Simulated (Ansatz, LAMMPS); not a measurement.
# Squeezing and shearing glassy 65SnO2-35SiO2 (mol %) (60 atoms): runs compared

Aim: relax glassy 65SnO2-35SiO2 (mol %) (60 atoms), then change its volume and shape to read moduli from the stress.

Computed with Ansatz 0.2.0: Kohn-Sham DFT, PBE, PAW (set soft_2), plane waves.

## (1) The cell as built

The cell holds 60 atoms: 13 Sn, 7 Si and 40 O. Its edges and angles: a = 9.248 Å, b = 9.248 Å, c = 9.248 Å, α = 90.0°, β = 90.0°, γ = 90.0°. 60 atoms (13 Sn, 7 Si, 40 O) placed at random at 4.63 g/cm³, melted at 4000 K for 10 ps at fixed volume with the Morse and Coulomb pair potential with partial charges (Pedone, Malavasi, Menziani, Cormack and Segre, J. Phys. Chem. B 110, 11780 (2006)). Quenched from 4000 K to 300 K at 10 K/ps and fixed volume, held 10 ps at zero pressure, then minimised at fixed cell.

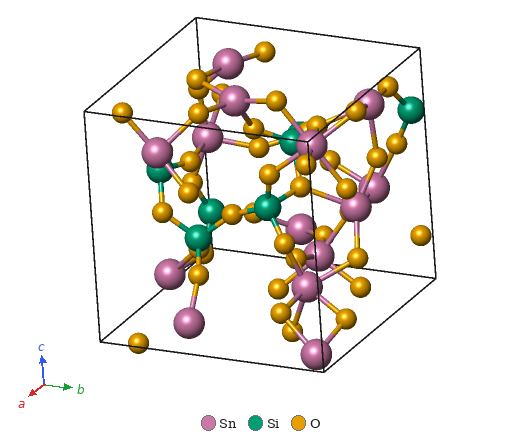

The cell as built. Bonds to atoms that aren't drawn are left out. Some periodic images of atoms are drawn too.

Limits known from the start: The quench rate of 10 K/ps is orders of magnitude faster than experiment, which tends to freeze in extra defects. The starting topology of bonds comes from the classical model, and needn't be the one that DFT or experiment would give. The Brillouin zone is sampled at Γ only.

## (2) The reference run

The reference is a single point at the end of the relaxation.

Every strained cell starts from the geometry of this run, and its atoms are relaxed with the cell held.

Its input, with most atom lines left out:

```yaml
crystal:
  lattice:
    - [9.12145, -0.03316, 0.03202]
    - [-0.03316, 9.65148, -0.37089]
    - [0.03202, -0.37089, 9.13601]
  atoms:
    - { symbol: Sn, position: [0.41078, 0.89062, 0.47788] }
    - { symbol: Sn, position: [0.021, 0.7292, 0.38705] }
    - { symbol: Sn, position: [0.31238, 0.30116, 0.02054] }
    - { symbol: Sn, position: [0.99476, 0.40199, 0.15645] }
    - { symbol: Sn, position: [0.66228, 0.83499, 0.79667] }
    - { symbol: Sn, position: [0.60006, 0.5127, 0.98161] }
    - { symbol: Sn, position: [0.91945, 0.28405, 0.83317] }
    [... atom lines 8 to 60 left out ...]
kpoints:
  mp_grid: { grid: [1, 1, 1] }
hamiltonian:
  xc: pbe
scf:
  occupations: { method: fixed }
output:
  forces: true
  stress: true
  populations: intrinsic
  dos:
    method: { smearing: { sigma: 0.08 } }
    de: 0.1
    projected: { site_lists: { O: [O], Si: [Si], Sn: [Sn] } }
  eigenvalues: true
  write_density: true
  write_potential: true
  volumetric_format: npy
```

```
free energy per atom   : -1757.8797 eV/atom
r.m.s. force component : 0.00486 eV/Å
pressure               : -0.002175 GPa
```

Filled and empty levels are parted by 1.28 eV (at Γ alone); a semilocal functional tends to put such gaps too low. In a disordered cell it changes from sample to sample, and tail or defect levels can set it.

## (3) The runs

Each row is one run, on 4 threads of Arm Neoverse V2, shared host. The free energy is the program's total, comparable only between runs with the same functional, potentials and atoms.

```csv
run,atoms,outcome,"ionic steps, all passes",free energy (eV),time,host memory (GiB)
Single point at the start,60,converged,-,-105469.453,4.8 s,0.92
Cell and atoms relaxed,60,converged,27,-105472.781,2.2 min,0.96
Single point at the relaxed geometry,60,converged,-,-105472.781,7.9 s,1.0
Volume -3 %,60,converged,5,-105472.537,27 s,0.98
Volume +3 %,60,converged,6,-105472.573,36 s,1.0
Volume -6 %,60,converged,7,-105471.799,40 s,0.95
Volume +6 %,60,converged,12,-105472.012,77 s,1.0
Volume -10 %,60,converged,8,-105469.944,43 s,0.93
Stretched by 1 % along x,60,converged,5,-105472.742,31 s,1.0
Compressed by 1 % along x,60,converged,5,-105472.731,30 s,1.0
Sheared by 2 % in xy,60,converged,7,-105472.730,40 s,1.0
```

In some runs the program notes that the SCF threshold is loose for the stress.

## (4) Pressure against volume

Atoms are relaxed at each volume, in the scaled cell.

```csv
volume change (%),volume (Å³/atom),energy change (meV/atom),pressure (GPa),largest move on relaxing (Å),bonds,gap (eV)
-10,12.045,47.28,12.07,0.37,106,1.69
-6,12.581,16.37,6.72,0.28,105,1.54
-3,12.982,4.06,3.31,0.06,104,1.46
+0,13.384,0.00,0.00,-,104,1.28
+3,13.785,3.46,-2.79,0.06,103,1.09
+6,14.187,12.81,-4.12,0.46,101,0.929
```

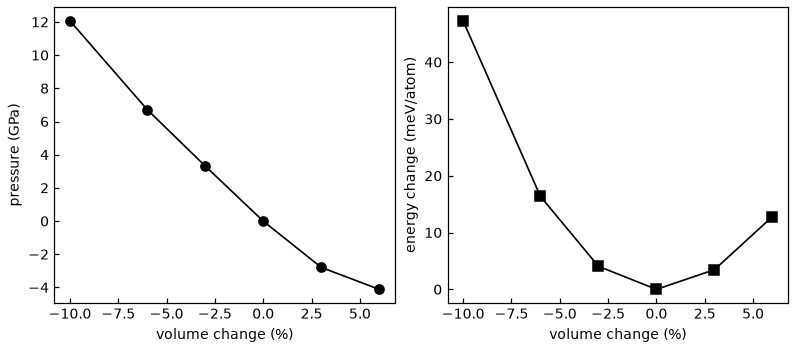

Pressure and energy against volume.

## (5) Uniaxial strain and shear

Stress (GPa, compression positive) less that of the relaxed cell, atoms relaxed:

```csv
strain,xx,yy,zz,xy,energy change (meV/atom)
stretched by 1 % along x,-1.493,-0.693,-0.741,-0.072,0.65
compressed by 1 % along x,1.566,0.724,0.751,0.067,0.82
sheared by 2 % in xy,-0.102,0.013,0.032,-1.041,0.84
```

## (6) What came out

The bulk modulus, from the slope of pressure against ln V over the three points nearest the relaxed volume, is 102 GPa; between neighbouring points the slope runs 123, 108, 109, 94 and 46 GPa from the smallest volume up, without a steady fall, so no pressure derivative is given. The count of bonds runs from 101 to 106 over the series, so at some points contacts cross the cutoffs. The gap goes from 1.69 eV at the smallest volume to 0.929 eV at the largest, -4.7 eV per unit of ln V by a straight line, on the run's k-points. In the Cartesian axes of the cell, finite differences give C11 = 153, C12 = 70.8, C13 = 74.6 and C66 = 52.1 GPa (the shear of 2 % is the engineering strain, εxy = 0.01). The mean of C11, C12 and C13, which equals the bulk modulus in a cubic or isotropic solid, is 99.5 GPa: it agrees with the bulk modulus within 10 %. For an isotropic solid C66 would equal (C11 − C12)/2 = 41.1 GPa; so small a sample needn't be isotropic, and C66 rests on one shear. With the bulk modulus and C66 as K and G, Young's modulus would be about 133 GPa and Poisson's ratio 0.28.

Caveats: Strains are finite and relaxations stop at the force tolerance of the input, which can leave moduli too stiff; they are those of a static cell at zero temperature. Volumes are changed with the cell's shape held, so in an anisotropic solid the modulus lies over the one under free hydrostatic load. The program notes that the SCF threshold of the relaxations is loose for the stress.

The DFT runs together took 7.8 min of wall time.

[Logs are printed without paths, hosts, clocks, repeated set-up lines and the standing remarks that a program may print on its own settings, such as how far it seeks lower states.]

[Hosts, paths, dates, database ids (printed as entryN), source tags and the programs' standing remarks are cut or masked in the printed files.]
